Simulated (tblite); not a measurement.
# H4O4Si: the cost of one run

Programs: tblite 0.8.0 and PySCF 2.14.0. All values are calculated, for the isolated system unless a continuum is named. Atoms count from 0, parts from 1.

## Step 1: The system as given

9 atoms, charge 0, multiplicity 1; geometry: distance geometry start.

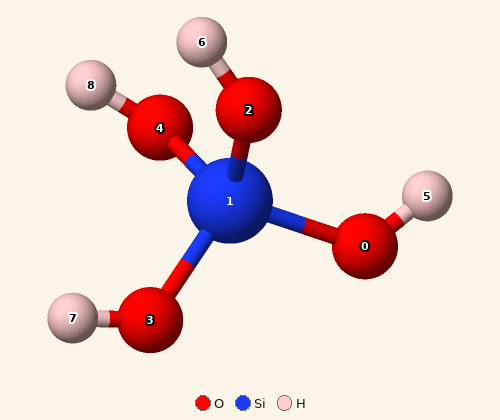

The starting geometry (oxygen red, silicon blue, hydrogen pink), atoms numbered.

## Step 2: Geometry optimisation with GFN2-xTB

What the job is given:

```
{"job": {"kind": "relax", "xc": "GFN2-xTB", "basis": "xTB"}, "charge": 0, "multiplicity": 1}
O     -1.232379    -1.956647     1.344308
Si    -0.825637    -1.069468    -0.144721
O     -0.837711     0.675240     0.207955
O     -2.043436    -1.424277    -1.380783
O      0.768378    -1.544716    -0.706589
H     -0.803634    -1.805984     2.196830
H     -0.200865     1.327206    -0.185767
H     -1.998226    -1.131327    -2.289395
H      1.253267    -1.095282    -1.414229
```

With the program's defaults for keys left out, this is: GFN2-xTB geometry optimisation, gas phase.

Run with:

```sh
$ OMP_NUM_THREADS=1 python cluster_run.py task.json out
```

One launch serves the whole session: the jobs run in the order shown.

Q: Estimate the wall time of this first job on 1 thread of Arm Neoverse V1, shared host.

About 1.4 s.
